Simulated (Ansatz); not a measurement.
Take MnTlBr3 in the cubic perovskite structure (space group Pm-3m, No. 221; a = 5.309 Å; ferromagnetic; a hypothetical phase, not in the database extracts checked) as the base. Axes: x, y, z lie along the cube axes.

Structures relaxed with DFT with r2SCAN, PAW potentials and a 500 eV plane-wave cutoff in Ansatz (a first-principles code), scalar-relativistic without spin-orbit coupling.

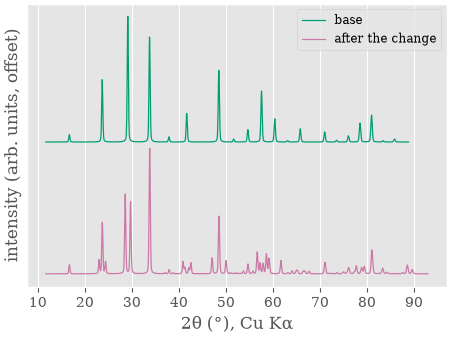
Fig. 1. Simulated powder patterns before (top) and after one change

Task: Name the change that was made.
A) biaxial strain −0.93 %, plane normal [001], relaxed out of plane
B) isotropic strain +4.80 %
C) tensor shear ε_yz = +2.85 %
D) strain tensor (xx, yy, zz, yz, xz, xy) = (+0.17, −0.87, +0.22, +0.02, +0.24, +0.53) %

Result: C, tensor shear ε_yz = +2.85 %. Its volume per atom is 29.91 Å³ against 29.93 Å³, and its space group is Cmmm (No. 65).

Whether these cells are dynamically stable was not tested. No Hubbard U is applied and the magnetic state is the run's own (MnTlBr3 ferromagnetic); other magnetic orders, which need larger cells, were not tried and can change the gap. Many cubic perovskites are stable only at high temperature; tilts and polar distortions were not tested.
